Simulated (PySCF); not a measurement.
# ZrCl (quartet): what the fields show

```xyz
2

Zr    0.0000    0.0000   -0.6533
Cl    0.0000    0.0000    1.6797
```

Core potentials replace the inner electrons of Zr.

The calculation used PBE0/def2-TZVPPD, non-relativistic Hamiltonian with scalar-relativistic core potentials where named, at a bond length of 2.333 Å (PySCF).

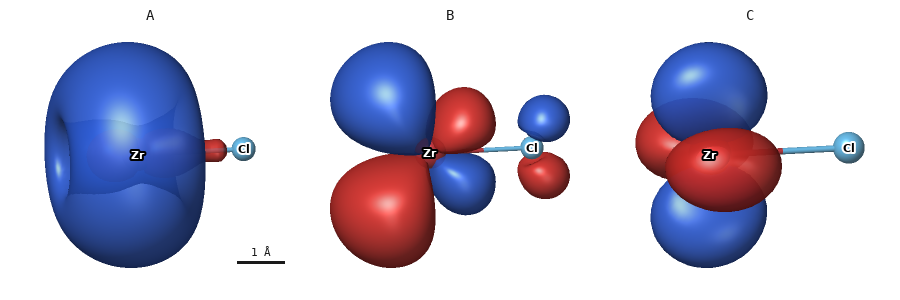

Figure 1. Three frontier α-spin orbitals, each drawn at the value that holds 80 % of its norm (blue and red are the two phases), in no order; of a degenerate pair one member is drawn.

Q: Label each orbital by symmetry, say whether it is occupied, and order them by energy.

A: Orbital A: σ, occupied in this spin, −5.13 eV; almost wholly on Zr.
Orbital C: δ, occupied in this spin, −4.47 eV; almost wholly on Zr.
Orbital B: π, empty in this spin, −1.97 eV; mainly on Zr (95 %).

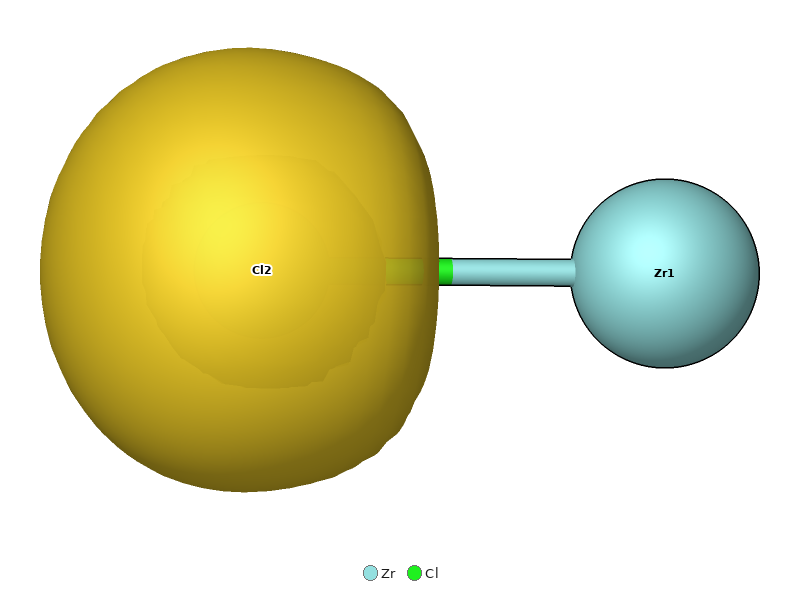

Figure 2. Isosurface of the electron localisation function at 0.75 (yellow), seen from one side. Only the valence region is drawn (cores and ρ < 0.01 e/Å³ removed).

Q: Describe the localisation domains.

A: The ELF exceeds this value in one region wrapped around Cl (its valence shell). Along the contacts the grid gives the following. Zr–Cl (2.33 Å): the ELF peaks at about 0.85 in the valence shell of Cl, 0.8 Å from its nucleus, and is about 0.40 at the midpoint.

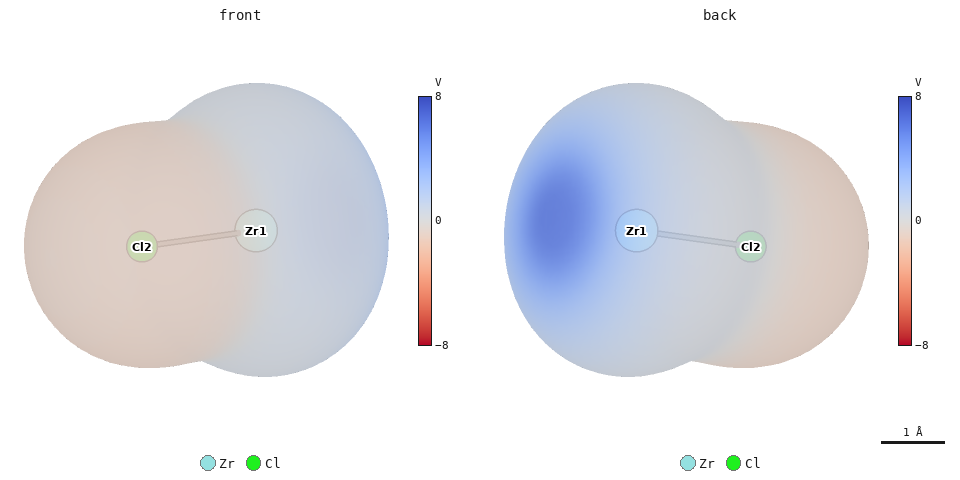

Figure 3. The molecular electrostatic potential painted on the density surface at 0.002 e/bohr³, seen from the front and from behind; red is negative and blue positive.

Q: Describe the electrostatic potential map.

A: The most negative region (about −0.8 V, or −18 kcal/mol for a unit charge) lies over Cl2, the most positive (about +6.1 V, or +141 kcal/mol for a unit charge) over Zr1.

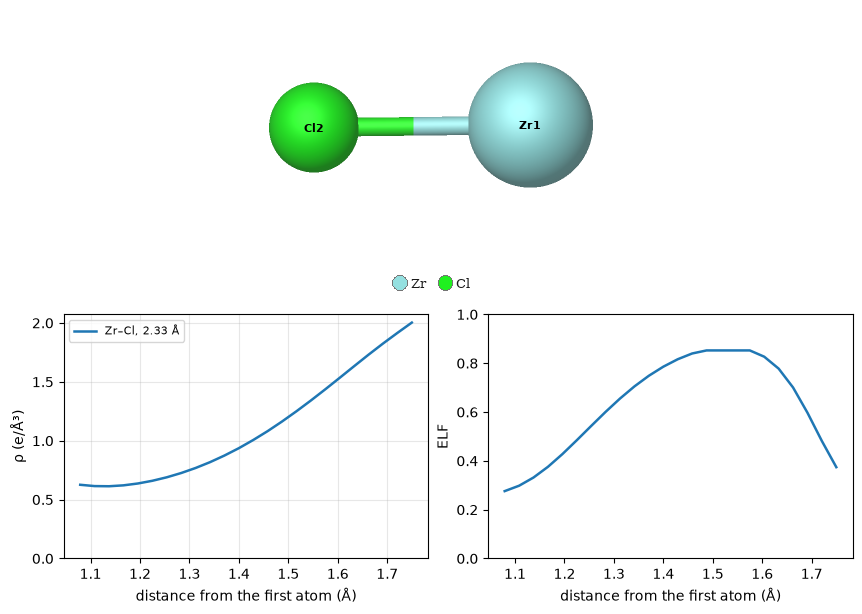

Figure 4. Electron density and electron localisation function along straight lines between neighbouring atoms. The curves leave out the atomic cores. The structure is drawn too.

Q: What can be read from the curves?

A: Zr–Cl (2.33 Å): the density is about 0.62 e/Å³ at the midpoint; the ELF peaks at about 0.85 in the valence shell of Cl, 0.8 Å from its nucleus, and is about 0.40 at the midpoint.
